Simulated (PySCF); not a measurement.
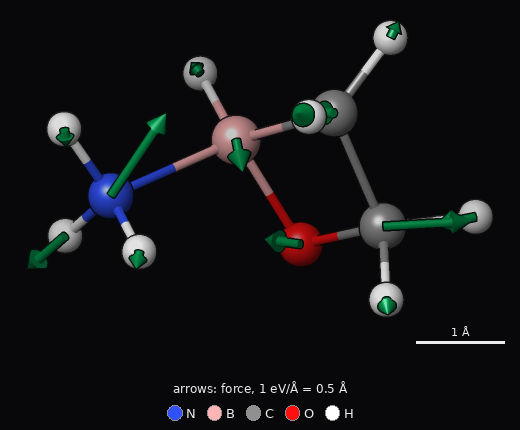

Starting geometry of C$_{2}$H$_{8}$BNO with the computed forces as green arrows. Style: ball-and-stick. Shown face on.

The start comes from GFN2-xTB. Its atoms were then displaced at random by about 0.01 Å.

These are results of PySCF, PBE0-D3(BJ)/def2-SVP geometry optimisation, gas phase, not measurements. 

Q: What follows when this structure is relaxed?

A: It isn't relaxed: the largest force vector, on the N atom, is 2.42 eV/Å. The final displacements have little in common with the starting forces (cosine between the two patterns 0.18). An H atom moves most after the best rigid fit: 0.19 Å. By element the largest moves are H 0.19 Å, O 0.11 Å, B 0.08 Å, C 0.07 Å, N 0.06 Å. Near-neighbour distances that change, for instance: B–N 1.739 → 1.660 Å, C–H 1.146 → 1.107 Å, C–O 1.390 → 1.424 Å, H–N 0.988 → 1.021 Å. Among the angles between lasting bonds that change: B–N–H 105.7° → 110.4°, H–N–H 111.9° → 107.7°, H–N–H 111.9° → 108.5°. The energy falls by 0.159 eV in 4 geometry steps.
